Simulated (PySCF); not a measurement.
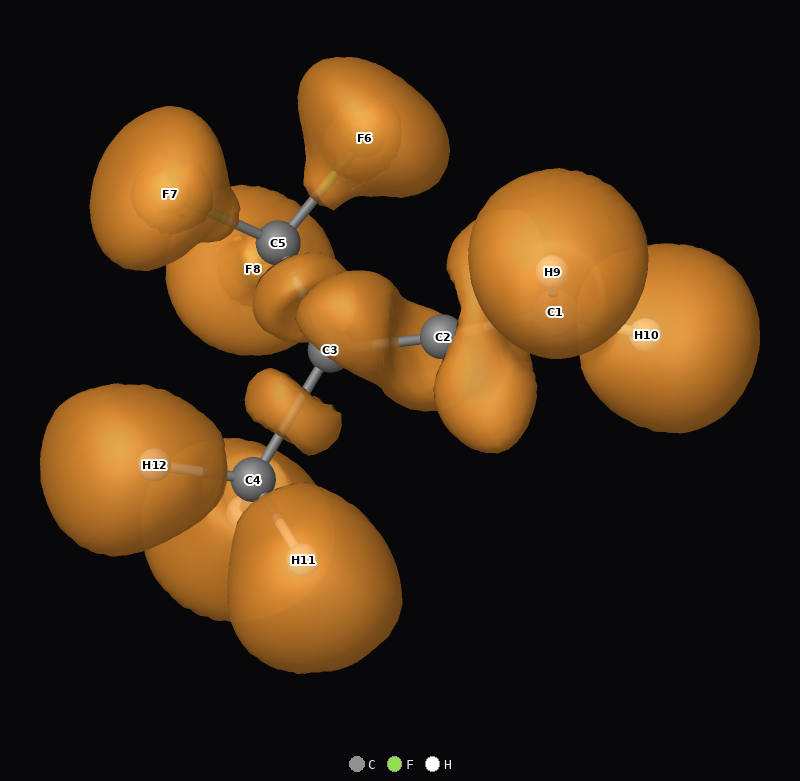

Figure 1: C$_{5}$H$_{5}$F$_{3}$. Isosurface of the electron localisation function at 0.75 (orange), seen at a tilt. Core shells and regions of very low density are left out.

Geometry: GFN2-xTB, MD frame at 250 fs, 300 K.

Level of theory: PySCF 2.14.0, PBE0/pcSseg-1, SCF density, gas phase, non-relativistic.

```csv
atom,x (Å),y (Å),z (Å)
C,1.9754,-0.7221,0.6856
C,0.7025,-0.4715,0.5137
C,-0.5556,-0.1057,0.2573
C,-1.7047,-1.0020,0.6429
C,-0.8550,1.1401,-0.3542
F,0.2823,1.7740,-0.7528
F,-1.3876,1.9614,0.5180
F,-1.6211,1.1000,-1.4577
H,2.4496,-0.4221,1.5725
H,2.4754,-1.2463,-0.1182
H,-1.4166,-1.9745,0.9989
H,-2.3631,-0.5144,1.3233
H,-2.3019,-1.1812,-0.3171
```

Identify the bonds, lone pairs and shells in this picture.

The ELF exceeds this value in four regions between bonded C–C atoms (shared pairs), five regions around hydrogen nuclei and three regions on F in which the atom's valence shell and bonds are merged. Along the contacts the grid gives the following. C–C (1.31 Å): the ELF peaks at about 0.95 between the atoms (a short, multiple covalent bond). C–F (1.31 Å): the ELF peaks at about 0.85 between the atoms: a polar covalent bond.
